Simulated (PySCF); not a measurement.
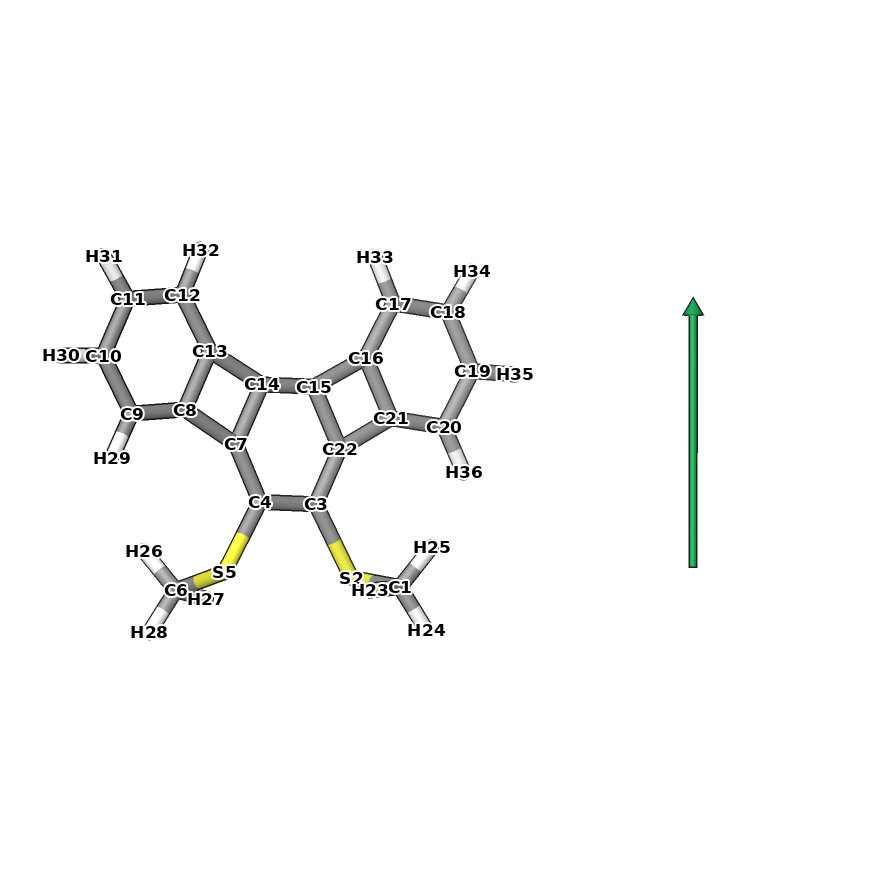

The arrow beside the molecule shows the direction of the dipole moment, from the negative to the positive end (its length means nothing). The geometry was computed by an optimisation with GFN2-xTB. No frequency run is at hand to confirm it as a minimum. Level of theory: BHandHLYP/def2-SVP, gas phase (PySCF 2.14.0).

Question: How large is the dipole moment?

Answer: 1.73 D; it points from the side of H24, H28 to the side of H32, H33 (the outermost atoms at the two ends).
